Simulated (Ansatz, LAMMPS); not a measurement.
**Which site? S in place of O in glassy 83P2O5-17Al2O3 (mol %) (80 atoms)**

Aim: make S in place of O at several sites of glassy 83P2O5-17Al2O3 (mol %) (80 atoms), relax each, and compare their energies.

Program: Ansatz 0.2.0. Level of theory: Kohn-Sham DFT, PBE, PAW (set soft_2), plane waves. Results are calculated unless marked as measured.

## Step 1: Set-up

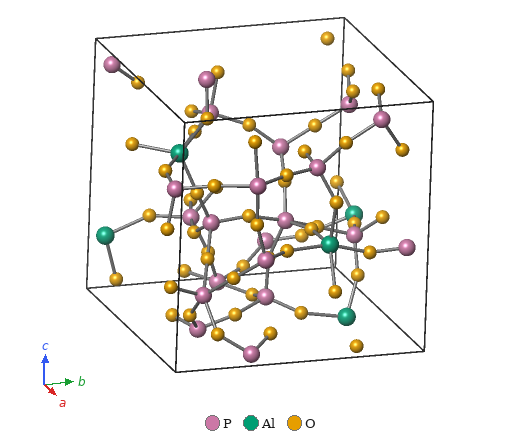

The cell as given, slightly off an axis (phosphorus pink, aluminium teal, oxygen orange). Bonds to atoms that aren't drawn are left out. Some periodic images of atoms are drawn too.

The cell holds 80 atoms: 20 P, 4 Al and 56 O. Cell: a = 10.138 Å, b = 10.138 Å, c = 10.138 Å, α = 90.0°, β = 90.0°, γ = 90.0°. 80 atoms (20 P, 4 Al, 56 O) placed at random at 2.43 g/cm³, melted at 4000 K for 10 ps at fixed volume with the Morse and Coulomb pair potential with partial charges (Pedone, Malavasi, Menziani, Cormack and Segre, J. Phys. Chem. B 110, 11780 (2006)). Quenched from 4000 K to 300 K at 6 K/ps and fixed volume, held 10 ps at zero pressure.

What the set-up can't give: The quench rate of 6 K/ps is orders of magnitude faster than experiment, which tends to freeze in extra defects. The network of bonds at the start is that of the classical potential that made the cell, and needn't be the one that DFT or experiment would give. The Brillouin zone is sampled at Γ only, in a cell whose shortest periodic width is 10 Å.

## Step 2: Single point at the start

A single point comes first, to see the forces before anything moves.

input.yaml

```yaml
crystal:
  lattice:
    - [10.13788, 0.0, 0.0]
    - [0.0, 10.13788, 0.0]
    - [0.0, 0.0, 10.13788]
  atoms:
    - { symbol: P, position: [0.89564, 0.83352, 0.90719] }
    - { symbol: P, position: [0.94592, 0.36807, 0.40019] }
    - { symbol: P, position: [0.82072, 0.60889, 0.70825] }
    - { symbol: P, position: [0.21219, 0.44798, 0.05966] }
    - { symbol: P, position: [0.04901, 0.69669, 0.14733] }
    - { symbol: P, position: [0.55341, 0.24873, 0.00188] }
    - { symbol: P, position: [0.86927, 0.9634, 0.3748] }
    - { symbol: P, position: [0.31876, 0.64356, 0.6194] }
    - { symbol: P, position: [0.39003, 0.88753, 0.79302] }
    - { symbol: P, position: [0.53273, 0.29483, 0.41695] }
    - { symbol: P, position: [0.2501, 0.38028, 0.75526] }
    - { symbol: P, position: [0.76397, 0.18807, 0.21273] }
    - { symbol: P, position: [0.82021, 0.03899, 0.67019] }
    - { symbol: P, position: [0.95335, 0.32265, 0.70309] }
    - { symbol: P, position: [0.92805, 0.32964, 0.02085] }
    - { symbol: P, position: [0.4749, 0.89597, 0.29867] }
    - { symbol: P, position: [0.15115, 0.01397, 0.94574] }
    - { symbol: P, position: [0.24697, 0.31828, 0.34093] }
    - { symbol: P, position: [0.52411, 0.59749, 0.39747] }
    - { symbol: P, position: [0.51287, 0.53298, 0.09383] }
    - { symbol: Al, position: [0.60688, 0.82743, 0.02025] }
    - { symbol: Al, position: [0.17581, 0.00244, 0.26998] }
    - { symbol: Al, position: [0.51828, 0.16244, 0.70152] }
    - { symbol: Al, position: [0.8357, 0.66448, 0.40032] }
    - { symbol: O, position: [0.12602, 0.13043, 0.85544] }
    - { symbol: O, position: [0.19421, 0.69214, 0.56519] }
    - { symbol: O, position: [0.2811, 0.40436, 0.46646] }
    - { symbol: O, position: [0.10552, 0.35817, 0.7147] }
    - { symbol: O, position: [0.583, 0.65255, 0.04301] }
    - { symbol: O, position: [0.86436, 0.67428, 0.5781] }
    - { symbol: O, position: [0.59448, 0.24126, 0.86001] }
    - { symbol: O, position: [0.76691, 0.86248, 0.98238] }
    - { symbol: O, position: [0.26423, 0.92523, 0.88345] }
    - { symbol: O, position: [0.19218, 0.17127, 0.34186] }
    - { symbol: O, position: [0.23936, 0.40827, 0.91171] }
    - { symbol: O, position: [0.40541, 0.27441, 0.33815] }
    - { symbol: O, position: [0.84195, 0.00454, 0.52004] }
    - { symbol: O, position: [0.5533, 0.97784, 0.38916] }
    - { symbol: O, position: [0.64079, 0.24531, 0.31252] }
    - { symbol: O, position: [0.83698, 0.82633, 0.35598] }
    - { symbol: O, position: [0.50299, 0.85895, 0.88598] }
    - { symbol: O, position: [0.13239, 0.57928, 0.0835] }
    - { symbol: O, position: [0.67225, 0.0509, 0.6924] }
    - { symbol: O, position: [0.88909, 0.17001, 0.69511] }
    - { symbol: O, position: [0.55185, 0.22695, 0.54776] }
    - { symbol: O, position: [0.66063, 0.65265, 0.40479] }
    - { symbol: O, position: [0.29474, 0.52241, 0.70984] }
    - { symbol: O, position: [0.43171, 0.6231, 0.5216] }
    - { symbol: O, position: [0.41571, 0.19538, 0.01647] }
    - { symbol: O, position: [0.95194, 0.32532, 0.54744] }
    - { symbol: O, position: [0.13065, 0.81141, 0.18651] }
    - { symbol: O, position: [0.50437, 0.54171, 0.24672] }
    - { symbol: O, position: [0.33247, 0.94759, 0.29135] }
    - { symbol: O, position: [0.16416, 0.05697, 0.08715] }
    - { symbol: O, position: [0.36789, 0.53247, 0.05371] }
    - { symbol: O, position: [0.79358, 0.04508, 0.2678] }
    - { symbol: O, position: [0.67668, 0.60815, 0.72472] }
    - { symbol: O, position: [0.96042, 0.7408, 0.02939] }
    - { symbol: O, position: [0.53693, 0.8923, 0.15881] }
    - { symbol: O, position: [0.65049, 0.17847, 0.09609] }
    - { symbol: O, position: [0.85896, 0.4843, 0.39845] }
    - { symbol: O, position: [0.54891, 0.44034, 0.43787] }
    - { symbol: O, position: [0.87551, 0.70024, 0.81872] }
    - { symbol: O, position: [0.4115, 0.01034, 0.71543] }
    - { symbol: O, position: [0.35474, 0.28185, 0.72334] }
    - { symbol: O, position: [0.83542, 0.43815, 0.06355] }
    - { symbol: O, position: [0.97246, 0.64222, 0.25928] }
    - { symbol: O, position: [0.46576, 0.74918, 0.34012] }
    - { symbol: O, position: [0.87448, 0.21068, 0.09213] }
    - { symbol: O, position: [0.00987, 0.99006, 0.34509] }
    - { symbol: O, position: [0.92108, 0.31636, 0.86942] }
    - { symbol: O, position: [0.87453, 0.4658, 0.70797] }
    - { symbol: O, position: [0.87104, 0.2684, 0.31118] }
    - { symbol: O, position: [0.56081, 0.39489, 0.05025] }
    - { symbol: O, position: [0.02259, 0.92676, 0.92985] }
    - { symbol: O, position: [0.36467, 0.7622, 0.71048] }
    - { symbol: O, position: [0.0694, 0.36599, 0.06227] }
    - { symbol: O, position: [0.08419, 0.37499, 0.35068] }
    - { symbol: O, position: [0.86789, 0.93135, 0.76828] }
    - { symbol: O, position: [0.25311, 0.39072, 0.19648] }
kpoints:
  mp_grid: { grid: [1, 1, 1] }
hamiltonian:
  xc: pbe
scf:
  occupations: { method: gaussian, width: 0.025 }
output:
  forces: true
```

Started as:

```sh
> ansatz run input.yaml --threads 4 --pin off --max-ram 8192MiB --backend cpu --events-out ev --progress --plain --runs-dir out
```

Numbers of over 12 decimals in the logs are rounded to 6 here.

What it wrote:

```text
[...]
Pseudopotentials: kind: paw
Pseudopotential: P, paw, valence charge 5, recommended cutoff 420 eV (normal), P.paw.azcp
Pseudopotential: Al, paw, valence charge 3, recommended cutoff 420 eV (normal), Al.paw.azcp
Pseudopotential: O, paw, valence charge 6, recommended cutoff 420 eV (normal), O.paw.azcp
[... 5 lines on functional and potentials left out ...]
Crystal: 80 atoms, lattice volume = 1041.937 Å³
Basis set: ecut = 420 eV, 20341 PW (Γ), exchange–correlation on 144×144×144 points (8 copies of the dense FFT grid, shifted against one another)
Bands: 304, of which v1, the nominal top of the filled ones, is band 224 counted from 1 (223 counted from 0)
Symmetry: 1 space group operations
Space group: P1 (ITA 1), of the structure as read, at distance tolerance 1.0e-4 Å
k-points: 1
[... 7 lines on functional and potentials left out ...]
Initial density: superposition of atomic densities (neutral atoms: chi_scale 0, normalization atom), corrected by the library's trained network
Initial wavefunctions: pseudopotential atomic-orbital guess
[...]
SCF iter   1: F=—  HF=-49055.721213 eV  |F-HF|=—  |Δ(HF+E_count)|=         —  Δρ=5.88e-3  dr2=4.75e-1  ethr=1.77e-3  ⟨swp⟩=7.0  Hψ=1626  notcnv=0  defer=66
preconditioner: auto → Resta (q_TF=auto, 2.370 Å⁻¹)  ε∞=3.1  [insulator: Δε(μ)=2.074 eV  Ē_g=16.649 eV  σ=0.025 eV  W_gap=1.00  n_scr=250 (ndim 8)  ℏωp=24.3 eV  f_vac=0.196  D(μ)=0.00/eV (n_scr^D=0)  ε∞_Penn≈3.1]
SCF iter   2: F=—  HF=-49055.624983 eV  |F-HF|=—  |Δ(HF+E_count)|=   9.62e-2  Δρ=3.15e-3  dr2=9.06e-2  ethr=1.06e-4  ⟨swp⟩=3.0  Hψ=528  notcnv=0  defer=75
SCF iter   3: F=—  HF=-49055.609982 eV  |F-HF|=—  |Δ(HF+E_count)|=   1.50e-2  Δρ=1.30e-3  dr2=2.88e-2  ethr=2.02e-5  ⟨swp⟩=3.0  Hψ=427  notcnv=0  defer=31
automatic band count: iteration 3 solves 260 bands in place of 304: the levels show a gap, and the empty bands left out lie too high to hold charge; the band table lists the bands solved (type scf.n_extra_bands for more)
SCF iter   4: F=—  HF=-49055.603166 eV  |F-HF|=—  |Δ(HF+E_count)|=   6.82e-3  Δρ=5.34e-4  dr2=3.04e-3  ethr=6.42e-6  ⟨swp⟩=3.0  Hψ=431  notcnv=0  defer=31
SCF iter   5: F=—  HF=-49055.602750 eV  |F-HF|=—  |Δ(HF+E_count)|=   4.16e-4  Δρ=2.32e-4  dr2=5.33e-4  ethr=6.79e-7  ⟨swp⟩=3.0  Hψ=502  notcnv=0  defer=31
[...]
SCF iter   9: F=—  HF=-49055.604479 eV  |F-HF|=—  |Δ(HF+E_count)|=   6.51e-7  Δρ=5.36e-6  dr2=2.56e-7  ethr=2.67e-10  ⟨swp⟩=3.0  Hψ=427  notcnv=0  defer=31
SCF iter  10: F=-49055.604479 eV  HF=-49055.604479 eV  |F-HF|=3.38e-9  |Δ(HF+E_count)|=   2.85e-8  Δρ=2.10e-6  dr2=4.00e-8  ethr=2.23e-11  ⟨swp⟩=6.0  Hψ=1041  notcnv=0
SCF 1 converged in 10 iterations: F = -49055.604479 eV  dr2 = 4.00e-8
[...]
SCF converged after 10 iterations
Free energy (F): -49055.604479 eV
Harris-Foulkes:  -49055.604479 eV  (|F-HF|=3.38e-9)
Internal energy: -49055.604479 eV  (E = F + TS)
E sigma→0 (E₀):  -49055.604479 eV
Fermi energy:    5.097927 eV
--- Per-component energies (eV) ---
[...]
Σ components = -49055.604479   (vs F -49055.604479, Δ=0.00e0)
--- Forces (eV/Å), atoms counted from 1 ---
  atom   1  P      1.49862129    -1.43299519     0.89206868
  atom   2  P     -0.00165678     0.74400498    -1.37871099
  atom   3  P     -3.04490645     2.24364630    -2.88589568
  atom   4  P     -0.64633427     0.77911740     1.66313990
[...]
atom  80  O      1.25453616    -0.50338910    -0.30213832
  max |Σ_I F_I| component: 1.21e-4 eV/Å
```

Wall time 8.9 s (4 threads of Arm Neoverse V2, shared host); peak memory 1.2 GiB; 34 s of CPU time.

The r.m.s. force at the start is 1.4 eV/Å.

## Step 3: Relaxation

The atoms are relaxed in the fixed cell, aiming at the force tolerance of the input.

input.yaml

```yaml
crystal:
  lattice:
    - [10.13788, 0.0, 0.0]
    - [0.0, 10.13788, 0.0]
    - [0.0, 0.0, 10.13788]
  atoms:
    [... the 80 atom lines of step 2 ...]
kpoints:
  mp_grid: { grid: [1, 1, 1] }
hamiltonian:
  xc: pbe
scf:
  occupations: { method: gaussian, width: 0.025 }
output:
  forces: true
relax:
  f_tol: 0.05
  max_steps: 120
```

What it wrote:

```text
[...]
Crystal: 80 atoms, lattice volume = 1041.937 Å³
Basis set: ecut = 420 eV, 20341 PW (Γ), exchange–correlation on 144×144×144 points (8 copies of the dense FFT grid, shifted against one another)
Bands: 304, of which v1, the nominal top of the filled ones, is band 224 counted from 1 (223 counted from 0)
Symmetry: 1 space group operations
[...]
k-points: 1
[...]
SCF iter   1: F=—  HF=-49055.721213 eV  |F-HF|=—  |Δ(HF+E_count)|=         —  Δρ=5.88e-3  dr2=4.75e-1  ethr=1.77e-3  ⟨swp⟩=7.0  Hψ=1626  notcnv=0  defer=66
[...]
SCF iter   6: F=-49055.604464 eV  HF=-49055.604462 eV  |F-HF|=1.29e-6  |Δ(HF+E_count)|=   1.24e-5  Δρ=7.31e-5  dr2=5.04e-5  ethr=1.40e-8  ⟨swp⟩=4.0  Hψ=1343  notcnv=0
SCF 1 converged in 6 iterations: F = -49055.604464 eV  dr2 = 5.04e-5
[...]
relax step   1: F+E_penalty+E_count = -49055.60446373 eV  Δ(F+E_penalty+E_count) = +0.000e0 eV  max|allowed force component| = 6.282e0 eV/Å  Δτ_max = 0.0000 Å  (6 SCF iters, dr2 threshold 6.25e-5 eV, accepted)
[...]
relax step   2: F+E_penalty+E_count = -49058.64853243 eV  Δ(F+E_penalty+E_count) = -3.044e0 eV  max|allowed force component| = 4.744e0 eV/Å  Δτ_max = 0.0965 Å  (6 SCF iters, dr2 threshold 1.00e-4 eV, accepted)
[...]
relax step   3: F+E_penalty+E_count = -49062.65736113 eV  Δ(F+E_penalty+E_count) = -4.009e0 eV  max|allowed force component| = 1.139e0 eV/Å  Δτ_max = 0.1950 Å  (7 SCF iters, dr2 threshold 1.00e-4 eV, accepted)
relax step   4: F+E_penalty+E_count = -49064.04225332 eV  Δ(F+E_penalty+E_count) = -1.385e0 eV  max|allowed force component| = 7.167e-1 eV/Å  Δτ_max = 0.2000 Å  (7 SCF iters, dr2 threshold 8.11e-5 eV, accepted)
relax step   5: F+E_penalty+E_count = -49064.77603154 eV  Δ(F+E_penalty+E_count) = -7.338e-1 eV  max|allowed force component| = 8.374e-1 eV/Å  Δτ_max = 0.2000 Å  (7 SCF iters, dr2 threshold 3.21e-5 eV, accepted)
relax step   6: F+E_penalty+E_count = -49065.17833110 eV  Δ(F+E_penalty+E_count) = -4.023e-1 eV  max|allowed force component| = 5.245e-1 eV/Å  Δτ_max = 0.2000 Å  (7 SCF iters, dr2 threshold 1.00e-4 eV, accepted)
relax step   7: F+E_penalty+E_count = -49065.25065492 eV  Δ(F+E_penalty+E_count) = -7.232e-2 eV  max|allowed force component| = 5.796e-1 eV/Å  Δτ_max = 0.1445 Å  (6 SCF iters, dr2 threshold 1.00e-4 eV, accepted)
relax step   8: F+E_penalty+E_count = -49065.46054590 eV  Δ(F+E_penalty+E_count) = -2.099e-1 eV  max|allowed force component| = 2.429e-1 eV/Å  Δτ_max = 0.2000 Å  (6 SCF iters, dr2 threshold 1.00e-4 eV, accepted)
relax step   9: F+E_penalty+E_count = -49065.51069530 eV  Δ(F+E_penalty+E_count) = -5.015e-2 eV  max|allowed force component| = 5.475e-1 eV/Å  Δτ_max = 0.2000 Å  (8 SCF iters, dr2 threshold 1.04e-5 eV, accepted)
relax step  10: F+E_penalty+E_count = -49065.53788960 eV  Δ(F+E_penalty+E_count) = -2.719e-2 eV  max|allowed force component| = 1.980e-1 eV/Å  Δτ_max = 0.1007 Å  (6 SCF iters, dr2 threshold 5.26e-5 eV, accepted)
relax step  11: F+E_penalty+E_count = -49065.57218147 eV  Δ(F+E_penalty+E_count) = -3.429e-2 eV  max|allowed force component| = 1.753e-1 eV/Å  Δτ_max = 0.0741 Å  (7 SCF iters, dr2 threshold 5.13e-6 eV, accepted)
relax step  12: F+E_penalty+E_count = -49065.45958942 eV  Δ(F+E_penalty+E_count) = +1.126e-1 eV  max|allowed force component| = 1.387e0 eV/Å  Δτ_max = 0.2000 Å  (8 SCF iters, dr2 threshold 4.02e-6 eV, rejected (line search))
relax step  13: F+E_penalty+E_count = -49065.60775941 eV  Δ(F+E_penalty+E_count) = -3.558e-2 eV  max|allowed force component| = 9.955e-2 eV/Å  Δτ_max = 0.1000 Å  (10 SCF iters, accepted)
relax step  14: F+E_penalty+E_count = -49065.62231704 eV  Δ(F+E_penalty+E_count) = -1.456e-2 eV  max|allowed force component| = 1.265e-1 eV/Å  Δτ_max = 0.1000 Å  (7 SCF iters, dr2 threshold 3.20e-6 eV, accepted)
relax step  15: F+E_penalty+E_count = -49065.56221912 eV  Δ(F+E_penalty+E_count) = +6.010e-2 eV  max|allowed force component| = 5.223e-1 eV/Å  Δτ_max = 0.1118 Å  (8 SCF iters, dr2 threshold 5.16e-6 eV, rejected (line search))
relax step  16: F+E_penalty+E_count = -49065.63233904 eV  Δ(F+E_penalty+E_count) = -1.002e-2 eV  max|allowed force component| = 3.593e-2 eV/Å  Δτ_max = 0.0559 Å  (9 SCF iters, accepted)
relax step  17: F+E_penalty+E_count = -49065.62926179 eV  Δ(F+E_penalty+E_count) = +3.077e-3 eV  max|allowed force component| = 1.198e-1 eV/Å  Δτ_max = 0.0732 Å  (9 SCF iters, rejected (line search))
relax step  18: F+E_penalty+E_count = -49065.63342050 eV  Δ(F+E_penalty+E_count) = -1.081e-3 eV  max|allowed force component| = 6.147e-2 eV/Å  Δτ_max = 0.0240 Å  (9 SCF iters, accepted)
[...]
relax step  19: F+E_penalty+E_count = -49065.63397450 eV  Δ(F+E_penalty+E_count) = -5.540e-4 eV  max|allowed force component| = 3.679e-2 eV/Å  Δτ_max = 0.0214 Å  (8 SCF iters, accepted)
SCF converged after 8 iterations
Free energy (F): -49065.633975 eV
[...]
Internal energy: -49065.633975 eV  (E = F + TS)
E sigma→0 (E₀):  -49065.633975 eV
Fermi energy:    4.935764 eV
[...]
--- Forces (eV/Å), atoms counted from 1 ---
  atom   1  P      0.02629953     0.00511877    -0.00169139
  atom   2  P      0.00586769    -0.01613650     0.00958387
  atom   3  P      0.01377535    -0.00971055    -0.01220496
  atom   4  P     -0.00842499    -0.01649707     0.00378241
  atom   5  P      0.01000813     0.01293474    -0.00333538
  atom   6  P     -0.03678834    -0.00546738     0.00844874
  atom   7  P      0.01370789    -0.00705721    -0.00062223
  atom   8  P      0.00205890    -0.01032381     0.00154881
  atom   9  P      0.02123690     0.01172342     0.00192031
  atom  10  P      0.00840237    -0.03002053    -0.00864846
  atom  11  P      0.00789942    -0.00694873    -0.00416361
  atom  12  P      0.00533865     0.00745854     0.01175323
  atom  13  P     -0.00485009    -0.01504289     0.00890777
  atom  14  P     -0.00395421    -0.00857735    -0.00038595
[...]
atom  79  O     -0.00486709     0.00419536    -0.00389924
  atom  80  O      0.00024321     0.01238759     0.00264877
  max |Σ_I F_I| component: 5.45e-5 eV/Å
--- Relaxed structure (19 steps of the walk, 16 accepted, 0 SCFs on fresh bases) ---
  F+E_penalty+E_count = -49065.63397450 eV   max|allowed force component| = 3.679e-2 eV/Å
  atoms:
    - { symbol: P, position: [0.894239, 0.792733, 0.936204] }
    - { symbol: P, position: [0.945516, 0.395457, 0.404893] }
    - { symbol: P, position: [0.823749, 0.615582, 0.711447] }
    - { symbol: P, position: [0.203104, 0.448407, 0.081356] }
[...]
- { symbol: O, position: [0.280551, 0.383180, 0.199599] }
```

Run time: 2.3 min. Hardware: 4 threads; peak memory 1.2 GiB; 8.6 min of CPU time.

The relaxation converged after 19 steps, 10.0 eV below its start, with a largest force component of 0.037 eV/Å.

(Part 1 of 5 ends here.)

[Logs are printed without paths, hosts, clocks, repeated set-up lines and the standing remarks that a program may print on its own settings, such as how far it seeks lower states.]

[Hosts, paths, dates, database ids (printed as entryN), source tags and the programs' standing remarks are cut or masked in the printed files.]
